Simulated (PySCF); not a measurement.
NMR shielding calculation, with input and output: C$_{5}$H$_{17}$ClF$_{2}$O$_{5}$Si$_{5}$

- system: C$_{5}$H$_{17}$ClF$_{2}$O$_{5}$Si$_{5}$
- method: GIAO HCTH407/6-31G* NMR shielding, non-relativistic, gas phase (PySCF 2.14.0)

The geometry comes from this level: GFN2-xTB. Figures and captions count atoms from 1; the log counts them from 0 in places.

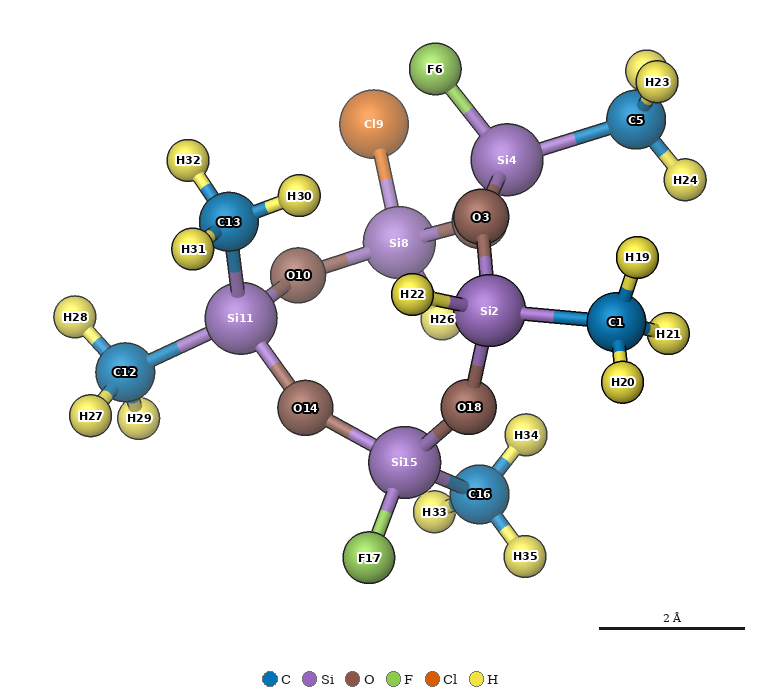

The structure (ball-and-stick view, seen at a tilt; atoms are numbered from 1 in the order of the input). Bond lengths as drawn: Cl–Si 1.98 Å, C–H 1.08 to 1.09 Å, C–Si 1.88 to 1.89 Å, F–Si 1.61 Å, H–Si 1.45 to 1.46 Å and O–Si 1.60 to 1.64 Å.

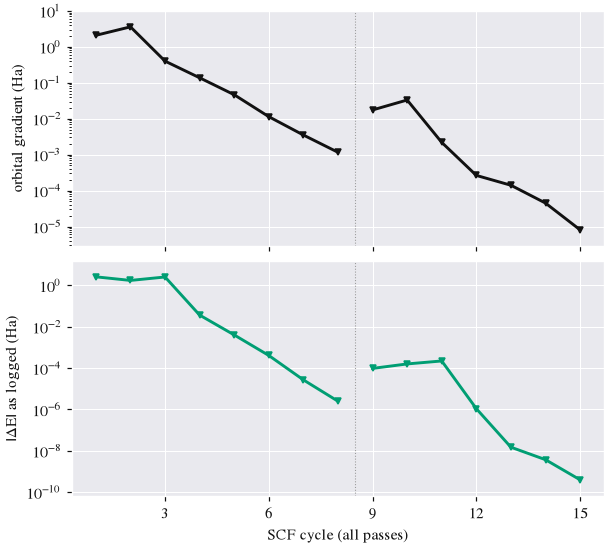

Convergence of the self-consistent field: orbital gradient and size of the energy change against the SCF cycle. The dotted line marks the change from a coarse to the final integration grid. The first 8 cycles use a coarse grid, the final grid takes over at cycle 9, and the field converges after 15 cycles in all.

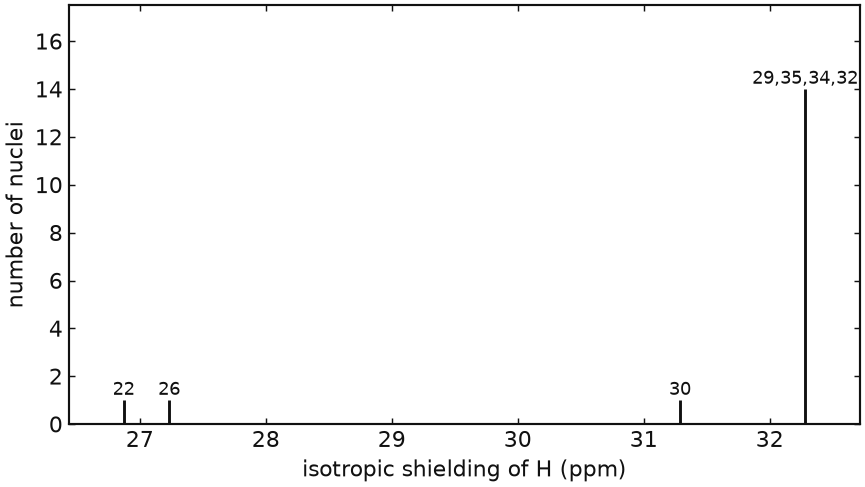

Isotropic shieldings of the hydrogen nuclei in this fixed geometry, labelled by atom number; shielding grows to the right, so chemical shift grows to the left. The least shielded is H22 (26.9 ppm), the most shielded H19 (32.5 ppm).

These pictures come from the run below.

**Input**
```
{"job": {"xc": "HCTH407", "basis": "6-31G*", "grid": 3, "kind": "nmr", "pop": false}, "charge": 0, "multiplicity": 1}
C      2.889863    -2.716145     0.758938
Si     1.336467    -1.714537     1.158654
O      1.639827    -0.119607     1.005193
Si     1.987526     1.172389     0.118804
C      3.723074     1.170189    -0.605169
F      1.802527     2.368399     1.179013
O      0.916940     1.399937    -1.066984
Si    -0.447462     2.142985    -1.528853
Cl    -0.189336     4.105087    -1.483411
O     -1.683916     1.821900    -0.560220
Si    -2.303818     0.821030     0.584973
C     -4.179248     1.080533     0.539978
C     -1.445263     1.117748     2.244556
O     -2.035930    -0.704745     0.072617
Si    -1.186112    -1.849274    -0.664433
C     -0.922979    -1.596386    -2.511718
F     -2.057971    -3.172510    -0.375548
O      0.213568    -2.150584     0.077310
H      3.713256    -2.424792     1.402905
H      2.721175    -3.778378     0.901622
H      3.208215    -2.570481    -0.270841
H      0.801452    -1.809242     2.509790
H      4.454115     0.963695     0.169210
H      3.841599     0.418968    -1.379244
H      3.967501     2.133758    -1.040730
H     -0.679772     1.630121    -2.863239
H     -4.685620     0.309192     1.110272
H     -4.457672     2.040697     0.960851
H     -4.559816     1.041457    -0.476522
H     -0.375795     0.946569     2.157883
H     -1.825879     0.450712     3.012087
H     -1.586680     2.137244     2.590957
H     -1.780344    -1.108827    -2.966196
H     -0.049433    -0.978510    -2.698133
H     -0.775491    -2.546038    -3.018333
```

The first line tells a small driver script what to run in PySCF; the rest is the geometry in Å.

Run as:
```bash
OMP_NUM_THREADS=1 python <driver script> task.json out
```

**What the program printed**
```
coarse grid: 33320 points
cycle   1  E = -2684.1450834920  dE =  2.612e+00  |g| = 2.088e+00  |ddm| = 5.875e+00
cycle   2  E = -2682.3944941668  dE =  1.751e+00  |g| = 3.595e+00  |ddm| = 4.798e+00
cycle   3  E = -2684.9598287198  dE = -2.565e+00  |g| = 3.999e-01  |ddm| = 3.504e+00
cycle   4  E = -2684.9966869234  dE = -3.686e-02  |g| = 1.375e-01  |ddm| = 5.336e-01
cycle   5  E = -2685.0007226241  dE = -4.036e-03  |g| = 4.638e-02  |ddm| = 1.380e-01
cycle   6  E = -2685.0011329698  dE = -4.103e-04  |g| = 1.138e-02  |ddm| = 4.611e-02
cycle   7  E = -2685.0011600094  dE = -2.704e-05  |g| = 3.512e-03  |ddm| = 1.351e-02
cycle   8  E = -2685.0011625222  dE = -2.513e-06  |g| = 1.162e-03  |ddm| = 3.755e-03
final grid: 451040 points
cycle   9  E = -2684.8330738554  dE = -9.725e-05  |g| = 1.750e-02  |ddm| = 5.178e-02
cycle  10  E = -2684.8329140182  dE =  1.598e-04  |g| = 3.310e-02  |ddm| = 4.120e-02
cycle  11  E = -2684.8331365167  dE = -2.225e-04  |g| = 2.190e-03  |ddm| = 2.774e-02
cycle  12  E = -2684.8331376127  dE = -1.096e-06  |g| = 2.642e-04  |ddm| = 2.017e-03
cycle  13  E = -2684.8331376277  dE = -1.499e-08  |g| = 1.406e-04  |ddm| = 4.021e-04
cycle  14  E = -2684.8331376314  dE = -3.733e-09  |g| = 4.487e-05  |ddm| = 1.389e-04
cycle  15  E = -2684.8331376318  dE = -3.965e-10  |g| = 8.083e-06  |ddm| = 4.196e-05
converged SCF energy = -2684.8331376318

GIAO shielding tensors (ppm)
atom      isotropic    diamagn.    paramagn.     s11        s22        s33       span
  0 C      189.459     252.250     -62.791    182.931    185.287    200.161     17.231
  1 Si     428.943     887.173    -458.230    407.857    416.819    462.152     54.295
  2 O      227.523     406.391    -178.868    185.503    236.512    260.553     75.050
  3 Si     451.278     887.221    -435.943    431.596    441.322    480.916     49.320
  4 C      193.638     252.368     -58.730    188.226    190.043    202.644     14.419
  5 F      318.328     471.909    -153.581    274.164    290.756    390.065    115.901
  6 O      222.004     406.456    -184.452    184.061    203.800    278.151     94.090
  7 Si     447.334     885.756    -438.422    431.709    449.570    460.721     29.011
  8 Cl     897.865    1149.785    -251.919    808.646    848.268   1036.681    228.036
  9 O      219.285     403.449    -184.164    181.873    218.906    257.076     75.203
 10 Si     413.443     886.416    -472.973    389.582    394.217    456.531     66.949
 11 C      189.354     250.499     -61.145    183.113    183.921    201.028     17.915
 12 C      190.830     260.786     -69.955    185.759    187.496    199.236     13.477
 13 O      230.594     404.884    -174.290    184.998    225.037    281.746     96.749
 14 Si     452.029     884.340    -432.311    435.427    443.426    477.233     41.806
 15 C      193.318     258.612     -65.293    189.670    190.226    200.059     10.390
 16 F      314.837     467.724    -152.887    266.603    283.460    394.448    127.844
 17 O      232.282     404.490    -172.208    177.603    240.454    278.790    101.188
 18 H       32.461      30.012       2.448     27.966     30.627     38.789     10.823
 19 H       32.252      29.415       2.837     27.588     29.833     39.334     11.746
 20 H       32.226      33.432      -1.206     28.387     31.704     36.587      8.199
 21 H       26.872      34.314      -7.442     23.040     25.249     32.327      9.287
 22 H       32.430      29.859       2.570     27.959     30.054     39.276     11.316
 23 H       32.361      33.470      -1.109     28.226     31.086     37.772      9.546
 24 H       32.228      29.287       2.941     27.130     30.354     39.200     12.071
 25 H       27.233      33.765      -6.532     22.739     26.134     32.825     10.085
 26 H       32.327      29.553       2.774     27.900     30.362     38.719     10.819
 27 H       32.383      28.687       3.696     28.028     30.194     38.928     10.899
 28 H       32.144      30.152       1.992     27.678     30.878     37.876     10.199
 29 H       31.288      41.440     -10.152     26.151     28.791     38.921     12.771
 30 H       32.269      34.493      -2.224     28.996     29.159     38.653      9.657
 31 H       32.205      33.562      -1.358     28.862     29.325     38.427      9.565
 32 H       32.307      33.924      -1.617     28.055     30.781     38.085     10.030
 33 H       32.177      39.430      -7.253     27.830     31.595     37.105      9.275
 34 H       32.169      31.186       0.983     27.775     28.947     39.784     12.009
```

**Results in brief**

```csv
quantity,value
outcome,converged
total energy,−2684.833138 hartree
HOMO,−6.93 eV
LUMO,0.34 eV
dipole moment,2.18 D
"isotropic shielding, C",189.4 to 193.6 ppm
"isotropic shielding, Si",413.4 to 452.0 ppm
"isotropic shielding, O",219.3 to 232.3 ppm
"isotropic shielding, F",314.8 to 318.3 ppm
"isotropic shielding, Cl",897.9 ppm
hardware,"1 CPU thread, shared host"
wall time,4.5 min
peak memory,1.9 GiB
```
